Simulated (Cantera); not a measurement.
Charge: 1 mol Si, 3.5 mol HCl, 19 mol H2, equilibrated at 518 Torr.

Cantera equilibrium calculation (NASA polynomials, part measured and part estimated; ideal gas, pure solids and liquids). Candidate condensed phases: Si; 19 gas species. The tables' values for SiCl3 are old estimates; treat these amounts as uncertain. Rates play no part.

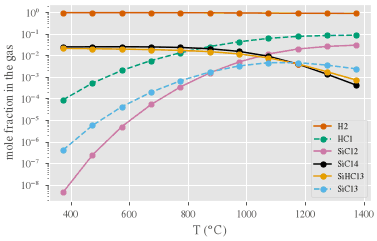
Figure. Equilibrium gas composition (values under 1e-9 drawn at 1e-9)

### Question
Read off the mole fractions at 975 °C.

### Answer
H2 about 0.92, HCl about 0.043, SiCl4 about 0.015, SiHCl3 about 0.012, SiCl2 about 0.0049, SiCl3 about 0.0032.
